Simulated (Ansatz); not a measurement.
LaB$_{6}$ (CaB6 type, space group Pm-3m)

```cif
data_B6La
_chemical_formula_sum 'La1 B6'
_space_group_name_H-M_alt 'Pm-3m'
_space_group_IT_number 221
_space_group_name_Hall '-P 4 2 3'
_cell_length_a 4.15497
_cell_length_b 4.15497
_cell_length_c 4.15497
_cell_angle_alpha 90.000
_cell_angle_beta 90.000
_cell_angle_gamma 90.000
loop_
_atom_site_label
_atom_site_type_symbol
_atom_site_symmetry_multiplicity
_atom_site_Wyckoff_symbol
_atom_site_fract_x
_atom_site_fract_y
_atom_site_fract_z
_atom_site_occupancy
La1 La 1 a 0.00000 0.00000 0.00000 1
B1 B 6 f 0.19979 0.50000 0.50000 1
```

Equation-of-state scan: isotropic scaling of the cell above, V₀ being its volume. The atoms relax within the cell's symmetry.

All values below come from PBE (plane waves to 420 eV, PAW, scalar-relativistic; Ansatz, a program for electronic structure). k mesh 11×11×11 (Γ-centred), Fermi-Dirac smearing 0.05 eV. Energies are smeared free energies. Compression counts positive. LaB6 is run without spin polarisation. LaB6 was relaxed with its symmetry unable to fall. ΔE is measured from the relaxed starting cell.

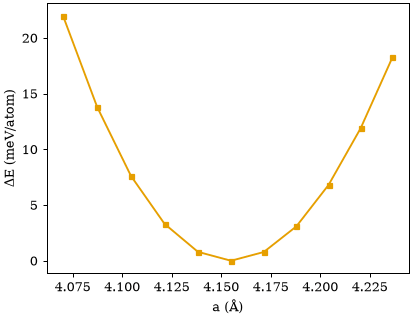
*ΔE (meV/atom) against a (Å); one marker a computed point.*

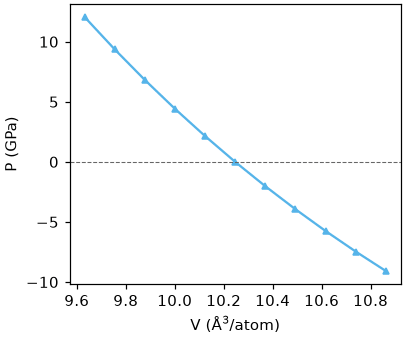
*P (GPa) against V (Å³/atom); one marker a computed point.*

The pressure at the smallest volume is 12.0 GPa. The pressure derivative B₀′ (fit) comes out as 3.7 and the energy cost of the largest expansion is 18 meV/atom. The bulk modulus B₀ (third-order Birch-Murnaghan fit) is 174 GPa. The equilibrium volume of the fit is 10.25 Å³/atom.

(Under strain, the slope of the energy per volume gives the stress and its curvature an elastic modulus.)
